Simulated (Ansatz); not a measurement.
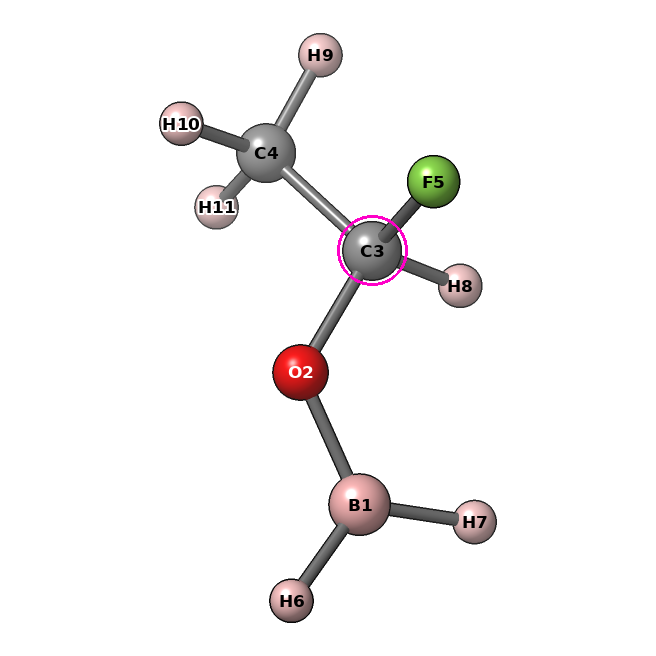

Depth is shown by fading: the farther an atom, the more it takes the colour of the background. Circles mark the stereogenic atoms. Computed geometry: PBE-D4/def2-SVP optimisation. No frequency run is at hand to confirm it as a minimum.

What are the Cahn–Ingold–Prelog descriptors?

C3: R (priorities F5 > O2 > C4 > H8).
